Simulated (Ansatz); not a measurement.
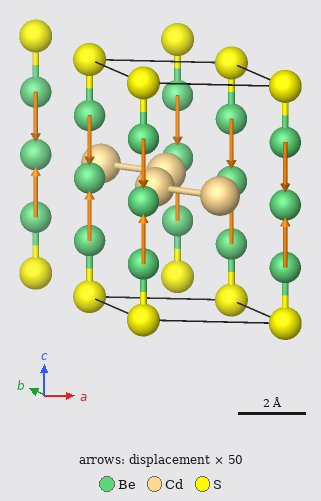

A relaxation of crystalline Be3Cd2S (a generated structure, set up in P6/mmm) (coarse preliminary run). The starting structure is drawn; orange arrows show the displacements (the part carried along by the change of the cell is left out), 50 times their true length.

A ball-and-stick model of the cell of the calculation, repeated 1 × 2 × 1 with one cell outlined, seen slightly off an axis.

Theory: DFT PBE, scalar-relativistic, plane waves, PAW in Ansatz.

Input
```yaml
crystal:
  lattice:
    - [4.28618605, 0.0, 0.0]
    - [-2.14309303, 3.71194601, 0.0]
    - [0.0, 0.0, 7.21049808]
  atoms:
    - { symbol: Be, position: [0.0, 0.0, 0.76377014] }
    - { symbol: Be, position: [0.0, 0.0, 0.23622986] }
    - { symbol: Be, position: [0.0, 0.0, 0.5] }
    - { symbol: Cd, position: [0.33333333, 0.66666667, 0.5] }
    - { symbol: Cd, position: [0.66666667, 0.33333333, 0.5] }
    - { symbol: S, position: [0.0, 0.0, 0.0] }
basis:
  ecutwfc: 420
kpoints:
  mp_grid: { grid: [6, 6, 4] }
hamiltonian:
  xc: pbe
scf:
  occupations: { method: gaussian, width: 0.1 }
  lower_state_search: "off"
output:
  forces: true
  stress: true
  eigenvalues: true
relax:
  adjacent_minimum: "off"
  f_tol: 0.04
  max_steps: 70
  cell: { stress_tol: 0.4 }
```

Run as
```bash
ansatz run input.yaml --threads 1 --pin off --max-ram 2560MiB --backend cpu --events-out ev --progress --plain --runs-dir out
```

Which element moves most?

Answer. Beryllium: up to 0.031 Å, against 0.000 Å for sulfur.

What happened in the run?

Answer. The largest moves relative to the cell, 0.031 Å, are those of Be1 and Be2. Be2 goes along +c. S and Cd stay in place. The volume changes by +27.2 %, with a = b 4.286 → 4.666 Å (+8.9 %), c 7.210 → 7.743 Å (+7.4 %). Some distances before and after: Cd4–Cd5 2.475 → 2.694 Å, Be1–S6 1.703 → 1.860 Å, Be1–Be3 1.902 → 2.012 Å. The space group stays P6/mmm (No. 191). Over 4 accepted moves (5 points after the start) the energy falls by 240 meV per atom. The largest force component goes from 2.9 to 0.00059 eV/Å. The pressure goes from 17.58 to 0.11 GPa. At 1 point the geometry stayed and the basis and grid were re-selected for the new cell (energy shift of 1.6 meV per atom at most each time).

Limits of the set-up: layers or molecules are held without a dispersion correction, so their spacing is unreliable.
